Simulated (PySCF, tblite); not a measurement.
# C₅H₅F₂S radical: geometry, infrared bands and EPR parameters

Aim: predict the infrared bands and EPR parameters of C₅H₅F₂S radical (`FC[C@@H]1[CH]C=C(F)S1`).

Computed with tblite 0.8.0 and PySCF 2.14.0, with density-fitted response routines of our own, on a single molecule in the gas phase. Atoms count from 0, in the outputs and in this text.

## (1) Starting geometry

13 atoms, charge 0, multiplicity 2; geometry from: force field or distance geometry start.

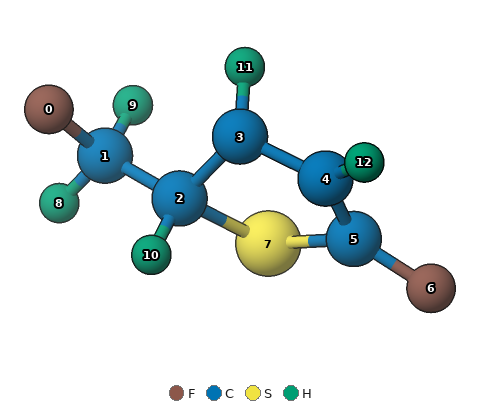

The starting geometry (fluorine brown, carbon blue, sulfur yellow, hydrogen teal), atoms numbered; sticks join atoms by distance.

## (2) Relaxing the molecule with GFN2-xTB

What the job is given:

```
{"job": {"kind": "relax", "xc": "GFN2-xTB", "basis": "xTB"}, "charge": 0, "multiplicity": 2}
F      2.471700    -0.323300     1.239800
C      1.908700     0.430900     0.187300
C      0.443000     0.429900     0.341400
C     -0.219700    -0.895200     0.290100
C     -1.648500    -0.797900     0.040200
C     -1.974400     0.235600    -0.731300
F     -3.226700     0.571200    -1.132100
S     -0.422100     1.121200    -1.129000
H      2.388400     1.423500     0.263000
H      2.184900    -0.057800    -0.774500
H      0.175300     1.034500     1.245100
H      0.316100    -1.666800    -0.294600
H     -2.401200    -1.505500     0.436800
```

Launch:

```
$ OMP_NUM_THREADS=1 python probes_run.py task.json out
```

This one command runs all jobs of the session in turn.

The program printed:

```text
step      E/eV     max force
  0    -703.30429    1.998
  1    -703.48070    1.597
  2    -703.60039    1.130
  3    -703.73918    1.293
  4    -703.83987    0.868
  5    -703.90690    0.869
  6    -703.97512    0.889
  7    -704.05229    1.053
  8    -704.12435    0.889
  9    -704.17880    0.694
 10    -704.22511    0.689
 11    -704.27854    0.808
 12    -704.35052    0.942
 13    -704.41781    0.868
 14    -704.46041    0.899
 15    -704.46413    1.712
 16    -704.50918    0.469
 17    -704.52290    0.357
 18    -704.54568    0.316
 19    -704.55786    0.395
 20    -704.57252    0.320
 21    -704.58438    0.294
 22    -704.59575    0.225
 23    -704.60672    0.263
 24    -704.62001    0.277
 25    -704.63587    0.304
 26    -704.65250    0.359
 27    -704.66604    0.246
 28    -704.67696    0.237
 29    -704.68941    0.252
 30    -704.70279    0.340
 31    -704.71542    0.349
 32    -704.72558    0.240
 33    -704.73523    0.305
 34    -704.74428    0.289
 35    -704.75227    0.245
 36    -704.75684    0.166
 37    -704.76096    0.181
 38    -704.76484    0.144
 39    -704.76848    0.138
 40    -704.77055    0.092
 41    -704.77145    0.071
 42    -704.77187    0.059
 43    -704.77226    0.042
 44    -704.77262    0.044
 45    -704.77281    0.027
 46    -704.77289    0.026
 47    -704.77295    0.024
 48    -704.77302    0.028
 49    -704.77310    0.027
 50    -704.77318    0.020
 51    -704.77325    0.024
 52    -704.77335    0.026
 53    -704.77349    0.043
 54    -704.77370    0.045
 55    -704.77393    0.041
 56    -704.77416    0.050
 57    -704.77440    0.048
 58    -704.77469    0.049
 59    -704.77511    0.053
 60    -704.77558    0.055
 61    -704.77590    0.035
 62    -704.77606    0.025
 63    -704.77614    0.021
 64    -704.77620    0.017
 65    -704.77625    0.016
 66    -704.77628    0.014
 67    -704.77630    0.009
```

Wall time 0.38 s (1 thread of Arm Neoverse V1, shared host); peak memory 0.18 GiB.

Along the way: (not every step is listed)

```csv
step,energy from step 0 (eV),largest force (eV/Å)
0,0.0000,1.9978
1,-0.1764,1.5970
2,-0.2961,1.1300
3,-0.4349,1.2927
4,-0.5356,0.8681
5,-0.6026,0.8685
6,-0.6708,0.8890
7,-0.7480,1.0531
8,-0.8201,0.8891
13,-1.1135,0.8684
18,-1.2414,0.3159
23,-1.3024,0.2629
28,-1.3727,0.2370
33,-1.4309,0.3048
38,-1.4606,0.1443
43,-1.4680,0.0421
48,-1.4687,0.0281
53,-1.4692,0.0431
58,-1.4704,0.0495
62,-1.4718,0.0248
63,-1.4719,0.0214
64,-1.4719,0.0174
65,-1.4720,0.0164
66,-1.4720,0.0145
67,-1.4720,0.0094
```

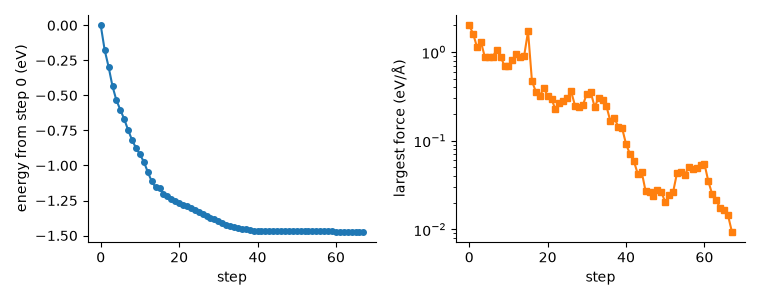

Energy and force, step by step.

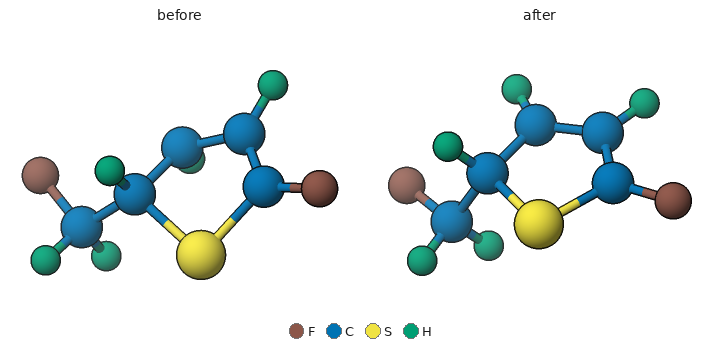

The geometry before (left) and after (right).

Distances of close pairs at the start and the end, largest changes first:

```csv
bond,before (Å),after (Å),change (Å)
C5–S7,1.831,1.740,-0.091
C3–C4,1.454,1.365,-0.089
C1–C2,1.474,1.535,+0.062
C4–C5,1.330,1.383,+0.053
F0–C1,1.412,1.368,-0.044
C3–H11,1.106,1.073,-0.034
C4–H12,1.107,1.075,-0.031
C5–F6,1.357,1.332,-0.025
```

The next job starts from the end point, and lists it.

## (3) Vibrational analysis with GFN2-xTB

What the job is given:

```
{"job": {"kind": "ir", "xc": "GFN2-xTB", "basis": "xTB"}, "charge": 0, "multiplicity": 2}
F      2.601132    -0.338358     0.741368
C      1.767226     0.393299    -0.059714
C      0.367285     0.451674     0.567985
C     -0.337529    -0.862937     0.543487
C     -1.479573    -0.883032    -0.204318
C     -1.793136     0.338451    -0.771692
F     -2.847854     0.586518    -1.547072
S     -0.671931     1.615582    -0.399176
H      2.199860     1.394818    -0.148154
H      1.738778    -0.098224    -1.037020
H      0.467992     0.851837     1.583533
H      0.083572    -1.700373     1.064966
H     -2.100209    -1.748769    -0.351920
```

The program printed:

```text
mode    cm-1     km/mol
  1      59.7      3.01
  2      92.9      6.50
  3     189.1     10.53
  4     235.6      1.43
  5     307.3      1.24
  6     335.5      1.52
  7     366.5      3.49
  8     452.2      8.03
  9     492.0      2.89
 10     635.7     27.25
 11     655.3      5.46
 12     696.7     16.42
 13     780.9      2.60
 14     845.5      9.85
 15     901.5      3.20
 16    1007.6      8.63
 17    1044.4     41.83
 18    1059.3     81.44
 19    1065.5      8.45
 20    1143.6     44.78
 21    1156.0     67.67
 22    1180.8      5.50
 23    1209.6     23.25
 24    1260.1      5.42
 25    1310.4      7.83
 26    1440.2      0.92
 27    1452.0     71.88
 28    1469.1     22.15
 29    2901.5      4.42
 30    2951.7     14.86
 31    2959.2     20.34
 32    3134.2      4.13
 33    3161.2      1.14
```

Wall time 0.36 s (1 thread of Arm Neoverse V1, shared host); peak memory 0.18 GiB.

Which atoms move in the most intense modes:

```csv
cm⁻¹,km/mol,atoms
636,27.2,"H11 60 %, C3 27 %"
1044,41.8,"C1 30 %, F0 20 %, H10 18 %"
1059,81.4,"C1 23 %, H10 23 %, H11 19 %, C2 15 %"
1144,44.8,"H10 36 %, C5 22 %, H12 12 %, C2 11 %"
1156,67.7,"C5 28 %, H10 17 %, H11 13 %, H12 12 %"
1210,23.2,"H12 22 %, H11 20 %, C3 13 %, C5 11 %"
1452,71.9,"C5 50 %, C4 22 %, C3 16 %"
1469,22.1,"C4 47 %, C3 37 %"
```

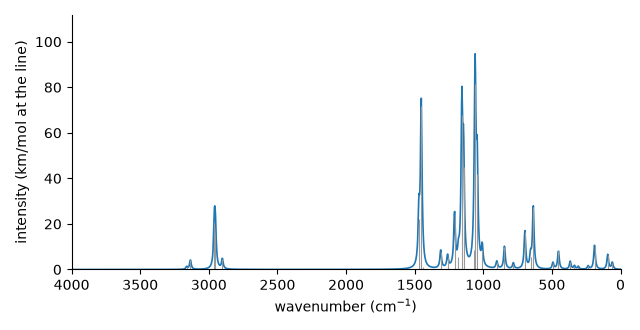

The infrared spectrum from these modes, unscaled. Lines are broadened to a width of 14 cm⁻¹ (Lorentzian).

## (4) g tensor and hyperfine couplings: B3LYP/pcH-1

The job, as its differences from that of step 3:

```diff
@@ -1,2 +1,2 @@
-{"job": {"kind": "ir", "xc": "GFN2-xTB", "basis": "xTB"}, "charge": 0, "multiplicity": 2}
+{"job": {"kind": "epr", "basis": "pcH-1"}, "charge": 0, "multiplicity": 2}
 F      2.601132    -0.338358     0.741368
```

Method: UKS B3LYP, pcH-1 on C F H S, non-relativistic, mean-field spin-orbit, GIAO.

The program printed:

```text
UKS, coarse grid
  cycle   1  E = -791.28276557  |g| = 5.03e-01
  cycle   2  E = -791.14746470  |g| = 7.90e-01
  cycle   3  E = -791.36637653  |g| = 8.67e-02
  cycle   4  E = -791.36874636  |g| = 6.58e-02
  cycle   5  E = -791.37097001  |g| = 1.47e-02
  cycle   6  E = -791.37111233  |g| = 6.35e-03
  cycle   7  E = -791.37115472  |g| = 2.38e-03
  cycle   8  E = -791.37116197  |g| = 1.75e-03
  cycle   9  E = -791.37116334  |g| = 2.98e-04
UKS, final grid
  cycle   1  E = -791.37110086  |g| = 4.64e-04
  cycle   2  E = -791.37110074  |g| = 7.50e-04
  cycle   3  E = -791.37110094  |g| = 3.34e-05
  cycle   4  E = -791.37110094  |g| = 1.40e-05
E = -791.37110094 Eh   <S^2> = 0.7700 (exact 0.7500)
g shifts (ppm)      1          2          3
  rmc          -197       -197       -197
  gc              4         40         45
  oz_so        -189       2896       4511
  total        -382       2739       4360
hyperfine (MHz)  atom isotope    a_iso     a_fc   dipolar eigenvalues
    0   19F      -1.18      -1.19     -5.09     -2.47      7.55
    1   13C      72.44      72.46     -3.81     -3.46      7.27
    2   13C     -24.51     -24.56     -0.66      0.09      0.57
    3   13C      50.09      50.14    -47.49    -45.53     93.02
    4   13C     -42.47     -42.50    -23.05     10.04     13.01
    5   13C      64.18      63.87    -51.35    -50.16    101.51
    6   19F      88.23      87.47   -154.61   -125.68    280.29
    7   33S       3.79       4.04    -14.49     -9.73     24.22
    8    1H       2.24       2.24     -2.46     -1.41      3.88
    9    1H      -2.91      -2.90     -3.01     -1.71      4.73
   10    1H      79.95      79.95     -2.98     -1.67      4.65
   11    1H     -39.75     -39.76    -23.03     -0.19     23.22
   12    1H       9.06       9.05     -4.52     -0.31      4.82
```

Run time: 77 s. Hardware: 1 thread of Arm Neoverse V1, shared host; peak memory 0.96 GiB.

Principal g values 2.00194, 2.00506, 2.00668; g(iso) = 2.00456, against 2.00232 for a free electron.

Hyperfine couplings, nucleus by nucleus at this fixed geometry (no averaging over rotations):

```csv
nuclei,isotope,a(iso) (MHz),"a(iso) (G, at g = 2.0023)",largest dipolar term (MHz)
F6,19F,88.2,31.5,280.3
H10,1H,80.0,28.5,4.6
C1,13C,72.4,25.8,7.3
C5,13C,64.2,22.9,101.5
C3,13C,50.1,17.9,93.0
C4,13C,-42.5,-15.2,-23.0
H11,1H,-39.8,-14.2,23.2
C2,13C,-24.5,-8.7,-0.7
H12,1H,9.1,3.2,4.8
S7,33S,3.8,1.4,24.2
H9,1H,-2.9,-1.0,4.7
H8,1H,2.2,0.8,3.9
F0,19F,-1.2,-0.4,7.6
```

Mulliken spin populations:

F0 0.00; C1 0.03; C2 -0.06; C3 0.59; C4 -0.20; C5 0.49; F6 0.03; S7 0.10; H8 0.01; H9 0.00; H10 0.03; H11 -0.03; H12 0.01

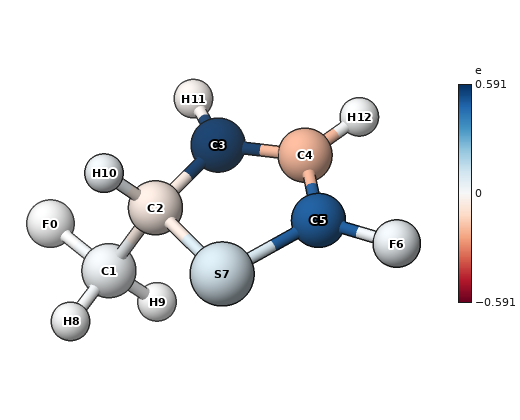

Mulliken spin populations, as colours on the atoms.

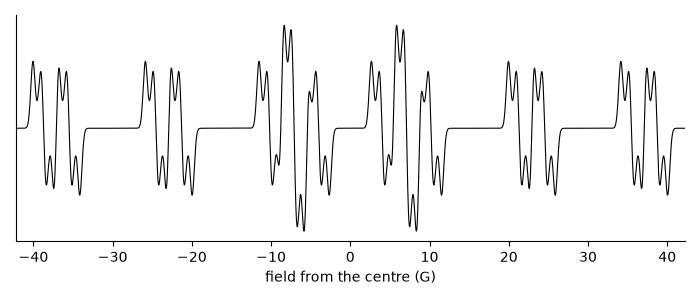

First-order isotropic spectrum (first derivative, main isotopes with spin only, couplings over 0.8 MHz, Gaussian width 0.3 G; couplings of the frozen geometry, rotation of groups not averaged beyond the rows shown).

Orbitals, density, ELF and potential are computed afterwards from the orbital file.

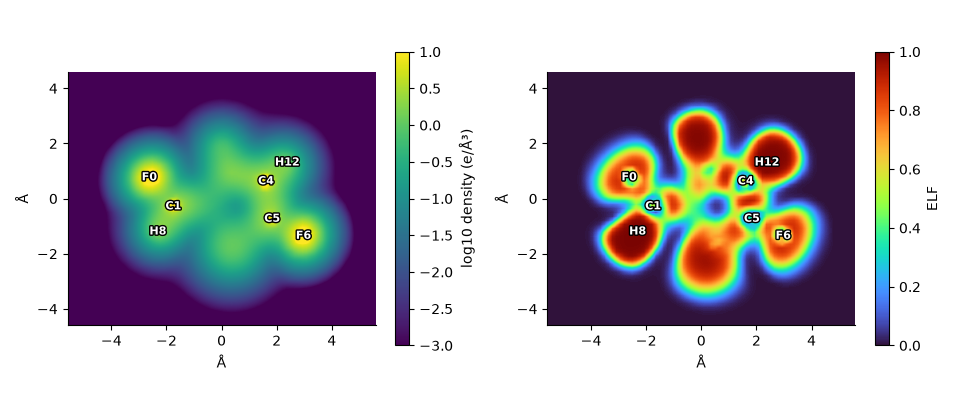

Density (left) and ELF (right) in a plane through or near 7 of the atoms.

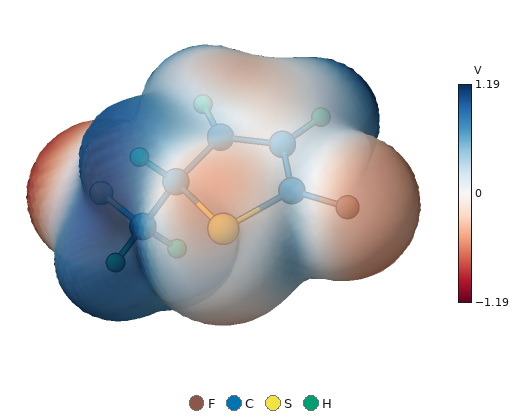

The potential that a unit positive charge feels on the 0.002 e/bohr³ surface, from -0.83 V near F0 to 1.19 V near H8.

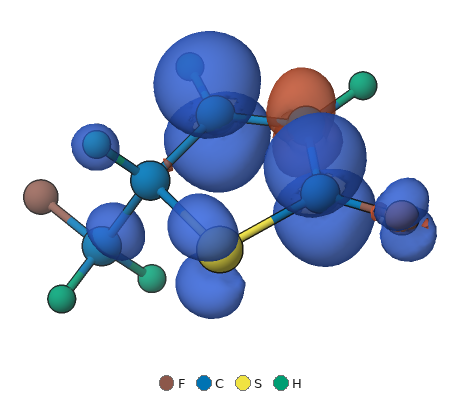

Spin density at ±0.03 e/Å³ (alpha excess blue, beta excess red).

## (5) Results

| quantity | value |
| --- | --- |
| strongest single infrared mode (GFN2-xTB) | 1059 cm⁻¹, 81 km/mol |
| zero-point energy (GFN2-xTB) | 54.3 kcal/mol |
| g(iso) (B3LYP) | 2.00456 |
| ⟨S²⟩ | 0.770 (exact 0.75) |
| largest a(iso) | 19F on F6, 88.2 MHz |
| potential on the surface of density 0.002 e/bohr³, 1st and 99th percentile | -0.83 V and 1.19 V |

**Reading.** The optimisation took 67 steps and gained 1.472 eV; among the close pairs (by a distance rule), C5–S7 changed most, from 1.831 to 1.740 Å. No mode is imaginary among the 33: a minimum at this level. The strongest single mode, at 1059 cm⁻¹, is spread over several atoms, C1, H10, H11, C2 among them. GFN2-xTB is a fitted tight-binding method: band positions and strengths are rough. Its intensities can rank the bands wrongly. The largest spin populations lie on C3 (0.59 e), C5 (0.49 e). The isotropic g lies 2.2 ppt above the free-electron value. These values are for one conformer; the search (at its own cheap level) found 2 more, at 0.00, 1.15 kcal/mol (those within 0.05 may be mirror or relabelled copies), and measured spectra average over such forms.
